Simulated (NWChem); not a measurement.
**Energy and gradient calculation, with input and output: C2H3ClF2**

- system: C2H3ClF2, SMILES FCC(F)Cl
- method: HF/STO-3G, RHF (NWChem 7.3.0)

The geometry comes from this level: PBE0-D4/def2-TZVP.

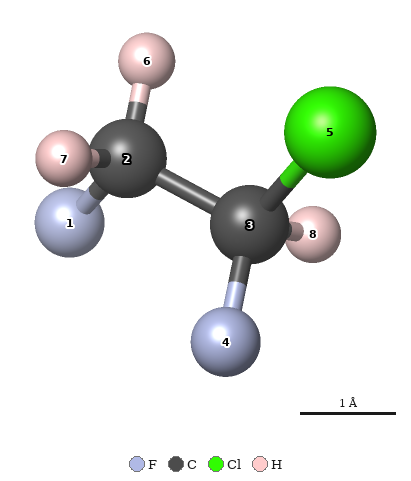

**Figure 1.** The structure as given in the input (ball-and-stick view, seen at a tilt; atoms are numbered from 1 in the order of the input). Bond lengths as drawn: C–C 1.51 Å, C–Cl 1.77 Å, C–F 1.35 to 1.37 Å and C–H 1.09 Å.

**Input**
```
start c2h3clf2
memory stack 880 mb heap 220 mb global 1100 mb
geometry noautosym nocenter noautoz
  load format xyz c2h3clf2.xyz
end
basis spherical bse
  F library STO-3G
  C library STO-3G
  Cl library STO-3G
  H library STO-3G
end
scf
  thresh 1e-08
  maxiter 80
  noprint "final vectors analysis"
end
task scf gradient
```

**File c2h3clf2.xyz**
```
8

F     -0.356100    -0.815200     1.579400
C      0.298000     0.039200     0.725000
C     -0.320800    -0.068900    -0.644800
F     -0.104600    -1.302200    -1.162600
Cl     0.420900     1.153900    -1.694200
H      0.197500     1.061200     1.096600
H      1.353200    -0.241400     0.675300
H     -1.395900     0.116300    -0.630600
```

Hardware: 1 thread of AMD EPYC (Zen 5), 16 GiB of memory available, shared host.

Run as:
```bash
nwchem c2h3clf2.nw > c2h3clf2.out
```

**Log**
```
Northwest Computational Chemistry Package (NWChem) 7.3.0
             --------------------------------------------------------

           Job information
           ---------------

    nwchem branch   = 7.3.0
    use scalapack   = T
    input           = c2h3clf2.nw
    prefix          = c2h3clf2.
    data base       = ./c2h3clf2.db
    status          = startup
    nproc           =        1

           Memory information
           ------------------

    heap     =     28835834 doubles =      220.0 Mbytes
    stack    =    115343359 doubles =      880.0 Mbytes
    global   =    144179200 doubles =     1100.0 Mbytes (distinct from heap & stack)
    total    =    288358393 doubles =     2200.0 Mbytes
    verify   = yes
    hardfail = no

           Directory information
           ---------------------

  0 permanent = .
  0 scratch   = .

                                NWChem Input Module
                                -------------------

 Scaling coordinates for geometry "geometry" by  1.889725989
 (inverse scale =  0.529177249)

                             Geometry "geometry" -> ""
                             -------------------------

 Output coordinates in angstroms (scale by  1.889725989 to convert to a.u.)

  No.       Tag          Charge          X              Y              Z
 ---- ---------------- ---------- -------------- -------------- --------------
    1 F                    9.0000    -0.35610000    -0.81520000     1.57940000
    2 C                    6.0000     0.29800000     0.03920000     0.72500000
    3 C                    6.0000    -0.32080000    -0.06890000    -0.64480000
    4 F                    9.0000    -0.10460000    -1.30220000    -1.16260000
    5 Cl                  17.0000     0.42090000     1.15390000    -1.69420000
    6 H                    1.0000     0.19750000     1.06120000     1.09660000
    7 H                    1.0000     1.35320000    -0.24140000     0.67530000
    8 H                    1.0000    -1.39590000     0.11630000    -0.63060000

      Atomic Mass
      -----------

      F                 18.998400
      C                 12.000000
      Cl                34.968850
      H                  1.007825

 Effective nuclear repulsion energy (a.u.)     233.3823267104

            Nuclear Dipole moment (a.u.)
            ----------------------------
        X                 Y               Z
 ---------------- ---------------- ----------------
     5.7202005674     2.4899029626   -44.2719335427

            XYZ format geometry
            -------------------
     8
 geometry
 F                    -0.35610000    -0.81520000     1.57940000
 C                     0.29800000     0.03920000     0.72500000
 C                    -0.32080000    -0.06890000    -0.64480000
 F                    -0.10460000    -1.30220000    -1.16260000
 Cl                    0.42090000     1.15390000    -1.69420000
 H                     0.19750000     1.06120000     1.09660000
 H                     1.35320000    -0.24140000     0.67530000
 H                    -1.39590000     0.11630000    -0.63060000

 ==============================================================================
                                internuclear distances
 ------------------------------------------------------------------------------
       center one      |      center two      | atomic units |  angstroms
 ------------------------------------------------------------------------------
    2 C                |   1 F                |     2.59646  |     1.37399
    3 C                |   2 C                |     2.84776  |     1.50697
    4 F                |   3 C                |     2.56048  |     1.35495
    5 Cl               |   3 C                |     3.35212  |     1.77387
    6 H                |   2 C                |     2.06376  |     1.09209
    7 H                |   2 C                |     2.06547  |     1.09300
    8 H                |   3 C                |     2.06174  |     1.09103
 ------------------------------------------------------------------------------
                         number of included internuclear distances:          7
 ==============================================================================

 ==============================================================================
                                 internuclear angles
 ------------------------------------------------------------------------------
        center 1       |       center 2       |       center 3       |  degrees
 ------------------------------------------------------------------------------
    1 F                |   2 C                |   3 C                |   108.97
    1 F                |   2 C                |   6 H                |   109.06
    1 F                |   2 C                |   7 H                |   109.16
    3 C                |   2 C                |   6 H                |   109.79
    3 C                |   2 C                |   7 H                |   109.67
    6 H                |   2 C                |   7 H                |   110.16
    2 C                |   3 C                |   4 F                |   110.31
    2 C                |   3 C                |   5 Cl               |   108.46
    2 C                |   3 C                |   8 H                |   112.37
    4 F                |   3 C                |   5 Cl               |   109.55
    4 F                |   3 C                |   8 H                |   108.46
    5 Cl               |   3 C                |   8 H                |   107.62
 ------------------------------------------------------------------------------
                            number of included internuclear angles:         12
 ==============================================================================

                      Basis "ao basis" -> "" (spherical)
                      -----
  [basis functions not shown]

 Summary of "ao basis" -> "" (spherical)
 ------------------------------------------------------------------------------
       Tag                 Description            Shells   Functions and Types
 ---------------- ------------------------------  ------  ---------------------
 F                           STO-3G                  3        5   2s1p
 C                           STO-3G                  3        5   2s1p
 Cl                          STO-3G                  5        9   3s2p
 H                           STO-3G                  1        1   1s

                                 NWChem SCF Module
                                 -----------------

  ao basis        = "ao basis"
  functions       =    32
  atoms           =     8
  closed shells   =    25
  open shells     =     0
  charge          =   0.00
  wavefunction    = RHF
  input vectors   = atomic
  output vectors  = ./c2h3clf2.movecs
  use symmetry    = F
  symmetry adapt  = F

 Summary of "ao basis" -> "ao basis" (spherical)
 ------------------------------------------------------------------------------
       Tag                 Description            Shells   Functions and Types
 ---------------- ------------------------------  ------  ---------------------
 F                           STO-3G                  3        5   2s1p
 C                           STO-3G                  3        5   2s1p
 Cl                          STO-3G                  5        9   3s2p
 H                           STO-3G                  1        1   1s

 Forming initial guess at       0.0s

      Superposition of Atomic Density Guess
      -------------------------------------

 Sum of atomic energies:        -726.31066978

      Non-variational initial energy
      ------------------------------

 Total energy =    -726.768936
 1-e energy   =   -1475.640040
 2-e energy   =     515.488777
 HOMO         =      -0.195599
 LUMO         =       0.332092

 Starting SCF solution at       0.1s

 ----------------------------------------------
         Quadratically convergent ROHF

 Convergence threshold     :          1.000E-08
 Maximum no. of iterations :           80
 Final Fock-matrix accuracy:          1.000E-10
 ----------------------------------------------

              iter       energy          gnorm     gmax       time
             ----- ------------------- --------- --------- --------
                 1     -727.0133869659  1.34D+00  4.69D-01      0.1
                 2     -727.1882499078  2.47D-01  6.14D-02      0.2
                 3     -727.1969228356  1.34D-02  5.10D-03      0.4
                 4     -727.1969464334  1.70D-04  4.26D-05      0.6
                 5     -727.1969464372  1.92D-08  5.78D-09      1.0
                 6     -727.1969464371  3.72D-10  8.92D-11      1.2

       Final RHF  results
       ------------------

         Total SCF energy =   -727.196946437150
      One-electron energy =  -1474.059963918430
      Two-electron energy =    513.480690770888
 Nuclear repulsion energy =    233.382326710393

        Time for solution =      1.2s

             Final eigenvalues
             -----------------

              1
    1 -103.7019
    2  -25.9905
    3  -25.9570
    4  -11.2131
    5  -11.1553
    6  -10.3863
    7   -7.8305
    8   -7.8247
    9   -7.8247
   10   -1.5517
   11   -1.5155
   12   -1.0957
   13   -0.9552
   14   -0.8181
   15   -0.6900
   16   -0.6440
   17   -0.6228
   18   -0.5857
   19   -0.5549
   20   -0.5088
   21   -0.4575
   22   -0.4458
   23   -0.4260
   24   -0.4054
   25   -0.3881
   26    0.3437
   27    0.5303
   28    0.5693
   29    0.6262
   30    0.6783
   31    0.6852
   32    0.7164

 center of mass
 --------------
 x =   0.11052768 y =   0.01342548 z =  -0.93009317

 moments of inertia (a.u.)
 ------------------
         911.581682086486         -89.878987591954          83.316809911493
         -89.878987591954         632.822389643816         221.056248375229
          83.316809911493         221.056248375229         383.170690718166

  Mulliken analysis of the total density
  --------------------------------------

    Atom       Charge   Shell Charges
 -----------   ------   -------------------------------------------------------
    1 F    9     9.14   2.00  1.95  5.20
    2 C    6     5.98   1.99  1.17  2.81
    3 C    6     5.86   1.99  1.19  2.68
    4 F    9     9.12   2.00  1.94  5.18
    5 Cl  17    17.17   2.00  2.00  5.99  1.96  5.22
    6 H    1     0.92   0.92
    7 H    1     0.91   0.91
    8 H    1     0.90   0.90

       Multipole analysis of the density wrt the origin
       ------------------------------------------------

     L   x y z        total         open         nuclear
     -   - - -        -----         ----         -------
     0   0 0 0     -0.000000      0.000000     50.000000

     1   1 0 0     -0.194235      0.000000      5.720201
     1   0 1 0      0.043409      0.000000      2.489903
     1   0 0 1      0.471043      0.000000    -44.271934

     2   2 0 0    -22.736639      0.000000     32.926621
     2   1 1 0     -0.800870      0.000000     42.918179
     2   1 0 1      1.501034      0.000000    -41.216498
     2   0 2 0    -25.707579      0.000000    161.102780
     2   0 1 1      1.946287      0.000000   -106.531283
     2   0 0 2    -27.157779      0.000000    325.378204

                              NWChem Gradients Module
                              -----------------------

  wavefunction    =   RHF

                         RHF ENERGY GRADIENTS

    atom               coordinates                        gradient
                 x          y          z           x          y          z
   1 F      -0.672931  -1.540505   2.984633    0.007890   0.011190  -0.011531
   2 C       0.563138   0.074077   1.370051   -0.010003  -0.003069  -0.038185
   3 C      -0.606224  -0.130202  -1.218495    0.021035   0.013394   0.015115
   4 F      -0.197665  -2.460801  -2.196995   -0.004334   0.023379   0.010098
   5 Cl      0.795386   2.180555  -3.201574   -0.014199  -0.028543   0.025083
   6 H       0.373221   2.005377   2.072274   -0.004199  -0.006268   0.000963
   7 H       2.557177  -0.456180   1.276132   -0.005625  -0.003708   0.002424
   8 H      -2.637869   0.219775  -1.191661    0.009434  -0.006373  -0.003968

                 ----------------------------------------
                 |  Time  |  1-e(secs)   |  2-e(secs)   |
                 ----------------------------------------
                 |  CPU   |       0.00   |       0.21   |
                 ----------------------------------------
                 |  WALL  |       0.00   |       0.21   |
                 ----------------------------------------

 Task  times  cpu:        1.4s     wall:        1.4s
 Total times  cpu:        1.5s     wall:        1.5s
```

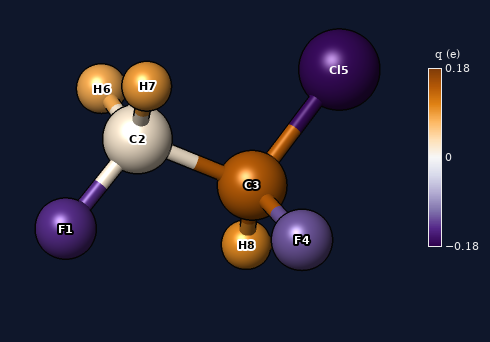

**Figure 2.** Mulliken charges, as the colour of each atom (ball-and-stick view, seen at a tilt; atoms are numbered from 1 in the order of the input). By element: F −0.14 to −0.12, C +0.02 to +0.14, Cl −0.17 and H +0.08 to +0.10 e.

**Summary**

```csv
quantity,value
outcome,converged
total energy,−727.196946 hartree
basis functions,32
largest force,2.086 eV/Å
dipole moment,1.30 D
wall time,2 s
peak memory,0.1 GiB
```
